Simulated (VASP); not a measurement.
Band structure of InSe (space group C2/m). All values below come from PBEsol GGA, VASP's PBE PAW potentials (set 64) (plane waves; VASP).

Unless said otherwise, spin-orbit coupling is left out, though it shifts the bands of the heavy elements here.

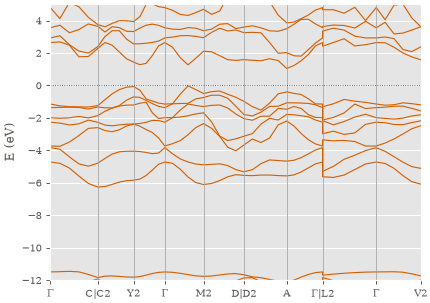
Figure: Bands along high-symmetry lines, zero at the valence-band maximum or, without a gap, the Fermi level

**Question.** Read the plot: is there a gap, and where are the band edges?

**Answer.** The gap is indirect, 1.04 eV, from the valence maximum at (-0.40, -0.40, 0.25) to the conduction minimum at A.

The structure comes from a computed database's InSe entry; how it stands against other phases isn't given here. The cell was not relaxed at this level.
